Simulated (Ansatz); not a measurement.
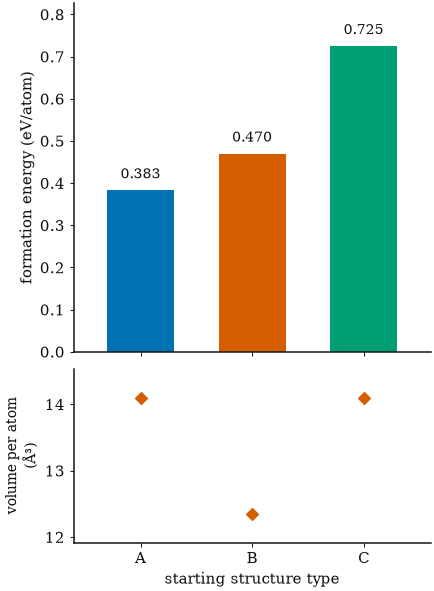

The figure shows the formation energy of each starting structure type, with the volume per atom below, for Zn₂H. The labels are replaced by letters. In alphabetical order the cases are: AlB2 type; ThSi2 type; rutile type.

Computed with Ansatz 0.2.0: a formula put on the sites of a structure type, uncorrected energy per atom over the elements' standard states (H N O F Cl as gases), plane-wave PAW DFT, cell and atoms relaxed at 0 K and 0 GPa, spin start parallel or as listed, metals to 4 meV/atom. Level: PBE, no spin polarisation.

```csv
setting,value
wave cutoff,420 eV
```

The names give the starting types; a cell can relax into another structure.

Question: Which letter stands for which starting structure type?

Answer: A: rutile type (0.383 eV/atom); B: ThSi2 type (0.470 eV/atom); C: AlB2 type (0.725 eV/atom).

Limits of the calculation: weakly bound, no dispersion correction.
